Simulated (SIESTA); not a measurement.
Band structure of LiLu3 (P6_3/mmc, 8 atoms in the cell).

```xyz
8
Lattice="6.8701 0.0000 0.0000 -3.4350 5.9497 0.0000 0.0000 0.0000 5.4381" Properties=species:S:1:pos:R:3 pbc="T T T"
Li     0.0000     3.9665     4.0786
Li     3.4351     1.9832     1.3595
Lu     0.0000     1.9974     1.3595
Lu     3.4350     3.9523     4.0786
Lu     5.1403     0.9987     4.0786
Lu    -1.7052     4.9510     1.3595
Lu     1.7052     4.9510     1.3595
Lu     1.7298     0.9987     4.0786
```

Level of theory: GGA PBEsol, numerical atomic orbitals DZP, PseudoDojo PBEsol standard norm-conserving potentials (rewritten from UPF to PSML) (SIESTA).

Settings: XC.functional = GGA; XC.authors = PBEsol; potentials = PseudoDojo PBEsol standard; PAO.BasisSize = DZP; PAO.EnergyShift = 0.01 Ry; MeshCutoff = 350 Ry; kgrid.MonkhorstPack = 3 3 3; OccupationFunction = FD; ElectronicTemperature = 1160.45 K; PAO.Polarization.NonPerturbative = true; MaxSCFIterations = 150; SCF.Mixer.Method = Broyden; SCF.Mixer.Weight = 0.25; SCF.Mixer.History = 6.

The starting cell comes from a database of computed structures (which also holds hypothetical and non-ambient phases and stackings), without a prior relaxation at this level. Its lattice was rescaled by a random factor within 2.5 % of one. Spin-orbit coupling is off. Values carry the incompleteness of an atom-centred basis.

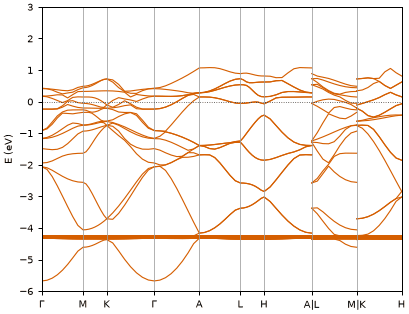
Bands along the path, energies from the Fermi level.

Levels in eV from the Fermi level, bands 75 to 80:
```tsv
point	75	76	77	78	79	80
Γ	-1.16	-0.92	-0.92	-0.24	-0.24	0.17
M	-0.74	-0.34	-0.26	-0.20	-0.05	0.15
K	-0.63	-0.61	-0.21	-0.21	-0.11	-0.11
A	-1.39	-1.39	0.15	0.15	0.28	0.28
L	-1.25	-1.25	-0.06	-0.06	0.54	0.54
H	-0.43	-0.43	-0.07	-0.07	0.15	0.15
```

Bands cross the Fermi level along this path, so the cell is metallic at this level.

Higher empty bands are left out: an atom-centred basis made for the valence describes them poorly.
